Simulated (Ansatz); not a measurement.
Consider Al8As7H22 (Al8As7 wurtzite off disc) (charge −1).

Input

```
crystal:
  periodic: [false, false, false]
  atoms:
    - {symbol: As, position_ang: [0.759334, -4.125419, -0.934175]}
    - {symbol: Al, position_ang: [0.367894, -4.383882, 1.579706]}
    - {symbol: Al, position_ang: [0.718471, -1.893479, -2.106668]}
    - {symbol: As, position_ang: [-1.219663, -0.704023, -1.094972]}
    - {symbol: As, position_ang: [0.722305, -1.960686, 2.067381]}
    - {symbol: Al, position_ang: [-1.363210, -0.786867, 1.419404]}
    - {symbol: Al, position_ang: [-1.277549, 1.569077, -2.107231]}
    - {symbol: As, position_ang: [-3.188992, 2.724761, -0.937255]}
    - {symbol: As, position_ang: [-1.338918, 1.606273, 2.066632]}
    - {symbol: Al, position_ang: [-3.615899, 2.505722, 1.574441]}
    - {symbol: As, position_ang: [2.624224, -0.696509, -1.097989]}
    - {symbol: Al, position_ang: [3.007238, -1.169887, 1.355649]}
    - {symbol: Al, position_ang: [2.810002, 1.619876, -2.067505]}
    - {symbol: As, position_ang: [0.712260, 2.619203, -1.097359]}
    - {symbol: Al, position_ang: [0.487554, 3.190915, 1.355023]}
    - {symbol: H, position_ang: [-0.133773, -5.096102, -1.708683]}
    - {symbol: H, position_ang: [2.090755, -4.757676, -1.336163]}
    - {symbol: H, position_ang: [-1.175724, -4.832553, 1.688963]}
    - {symbol: H, position_ang: [1.528070, -5.338454, 2.156046]}
    - {symbol: H, position_ang: [0.649169, -2.072481, -3.698299]}
    - {symbol: H, position_ang: [-2.462119, -1.421306, -1.619591]}
    - {symbol: H, position_ang: [0.700158, -1.874977, 3.594471]}
    - {symbol: H, position_ang: [-2.694885, -1.556876, 1.871702]}
    - {symbol: H, position_ang: [-1.466116, 1.597353, -3.699021]}
    - {symbol: H, position_ang: [-4.475525, 2.446022, -1.716030]}
    - {symbol: H, position_ang: [-3.061872, 4.194533, -1.333874]}
    - {symbol: H, position_ang: [-1.277488, 1.545859, 3.593897]}
    - {symbol: H, position_ang: [-4.774034, 1.389956, 1.676545]}
    - {symbol: H, position_ang: [-3.868120, 3.985517, 2.154688]}
    - {symbol: H, position_ang: [3.778615, -1.441249, -1.773068]}
    - {symbol: H, position_ang: [3.976433, -2.458350, 1.409336]}
    - {symbol: H, position_ang: [3.393153, 0.176770, 2.133745]}
    - {symbol: H, position_ang: [2.620938, 1.511865, -3.665857]}
    - {symbol: H, position_ang: [4.103287, 2.365573, -1.470640]}
    - {symbol: H, position_ang: [0.646140, 3.990655, -1.773909]}
    - {symbol: H, position_ang: [1.845719, 2.857609, 2.137644]}
    - {symbol: H, position_ang: [-0.147840, 4.673247, 1.403015]}
basis:
  gaussian: {orbitals: def2-TZVP, fitting: {mean_field: def2-universal-jkfit}, initial_orbitals: start.molden}
total_charge: -1
hamiltonian: {xc: pbe0, dispersion: d4}
scf: {omitted_lower_state_checks: [starts]}
output: {orbitals: {seedname: orbitals}}
```

Command:

```sh
ansatz run in.yaml --threads 2 --pin off --events-out ev --progress --plain --max-ram 32768MiB --backend cuda --devices 0, --max-vram 18GiB
```

Geometry: PBE-D4/def2-SVP.

Method: RKS PBE0-D4/def2-TZVP in Ansatz 0.2.0.

### What can the converged electron density and electron localisation function tell about the bonding?

As–H (1.53 Å): ρ is about 1.1 e/Å³ halfway; the ELF climbs to about 1 towards the hydrogen, as it does in any bond to H.
Al–As (2.52 Å): ρ is about 0.45 e/Å³ halfway; the ELF peaks at about 0.95 between the atoms, as expected for a covalent bond.

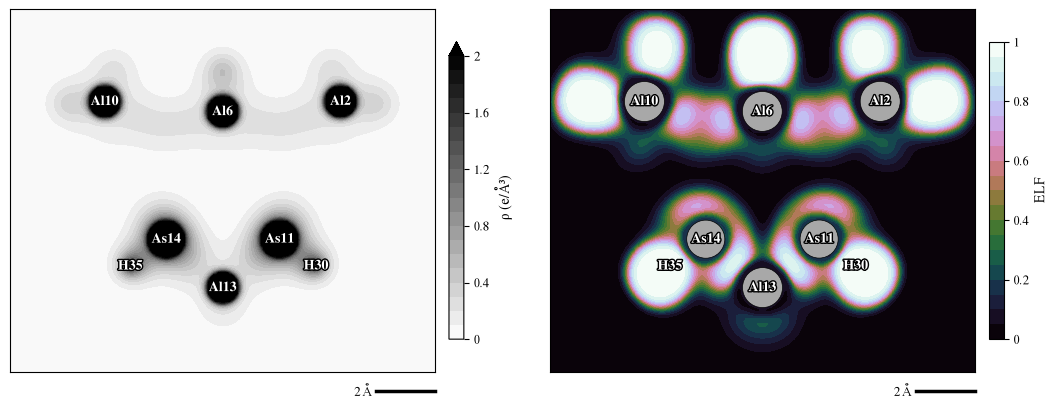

Computed electron density and electron localisation function on the plane of atoms As11, Al13 and As14, in this order. Grey discs cover the atomic cores in the ELF map. 
